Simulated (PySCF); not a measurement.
C₃H₁₇NSi₄

```xyz
25

C     4.0691    0.2662    0.0459
Si    2.3386   -0.5171    0.0118
C     1.1444    0.6200   -0.9289
Si   -0.7125    0.2342   -0.7282
N    -0.8866   -1.4515   -1.1217
Si   -2.2606   -2.4883   -0.9828
Si   -1.5147    0.6830    1.3939
C    -2.4120    2.3624    1.4341
H     4.4571    0.4307   -0.9556
H     4.7748   -0.3724    0.5686
H     4.0582    1.2263    0.5544
H     1.8789   -0.7331    1.3908
H     2.4365   -1.8242   -0.6621
H     1.3082    1.6509   -0.6144
H     1.4005    0.5908   -1.9886
H    -1.4237    0.9799   -1.7967
H    -0.0358   -1.9158   -1.3915
H    -2.1027   -3.5443   -1.9851
H    -3.4438   -1.6688   -1.2384
H    -2.3418   -3.0804    0.3582
H    -2.4780   -0.3157    1.8887
H    -0.4669    0.7554    2.4314
H    -1.7543    3.1724    1.1309
H    -3.2675    2.3688    0.7642
H    -2.7763    2.5949    2.4302
```

Geometry: GFN2-xTB.

All numbers below come from PBE0/pcSseg-1, SCF density, gas phase, non-relativistic (PySCF).

**What will maps of the electron density and electron localisation function show?**

Si–N (1.73 Å): ρ at the midpoint is about 1.1 e/Å³; the ELF peaks at about 0.90 between the atoms, as expected for a shared but strongly polarised pair.
C–Si (1.91 Å): ρ is about 0.89 e/Å³ halfway; the ELF peaks at about 0.95 between the atoms; a shared electron pair.
N–H (1.01 Å): the density is about 2.8 e/Å³ at the midpoint; the ELF climbs to about 1 towards the hydrogen, as it does in any bond to H: a covalent bond by its length.
C–H (1.09 Å): ρ is about 1.9 e/Å³ halfway; the ELF climbs to about 1 towards the hydrogen (an ordinary covalent bond to hydrogen).

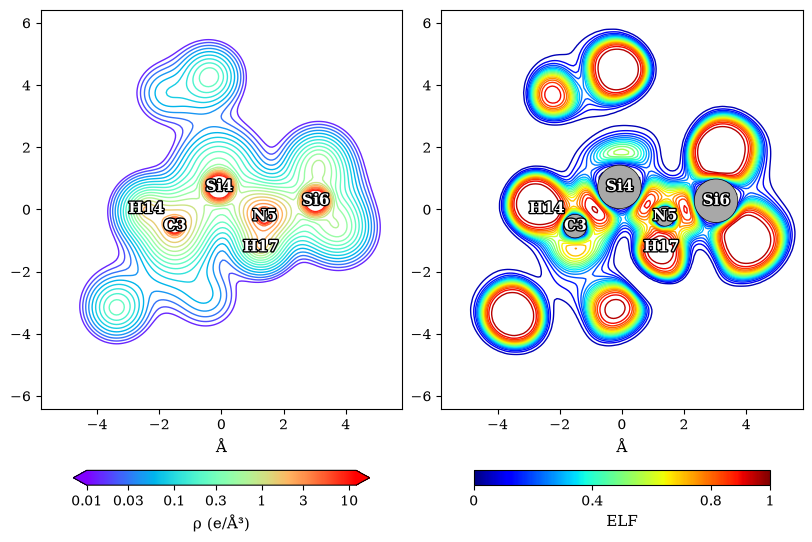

Computed electron density and electron localisation function on the plane of atoms C3, Si4 and N5, in this order. Grey discs cover the atomic cores in the ELF map. 
